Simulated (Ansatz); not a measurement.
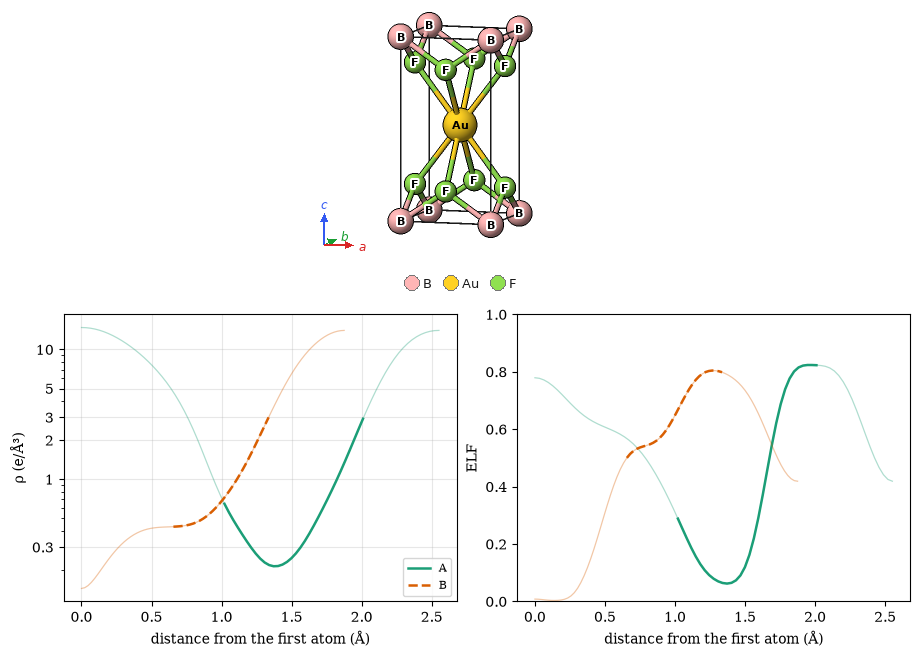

BAuF₄. Valence charge density (pseudo) and electron localisation function along straight lines between neighbouring atoms. Thin, pale parts lie inside the atomic spheres. The structure is drawn too.

Space group P4/mmm; a structure from a database of computed crystals, not necessarily the ambient phase; started from the NaHoF4-123 prototype, which need not be the ambient phase.

Method: Ansatz, DFT, r2SCAN+rVV10, plane waves, PAW.

The density is the valence pseudo-density of a PAW calculation; it isn't the true density close to the nuclei.

Which curve belongs to which contact (Au–F and B–F)? The first atom named is at distance zero.

Answer. Curve A: Au–F (2.55 Å): ρ is about 0.24 e/Å³ halfway; the ELF is about 0.10 at the midpoint (no shared electron pair shows on this line). Curve B: B–F (1.87 Å): the density is about 0.57 e/Å³ at the midpoint; the ELF peaks at about 0.80 in the valence shell of F, 0.6 Å from its nucleus, and is about 0.60 at the midpoint.
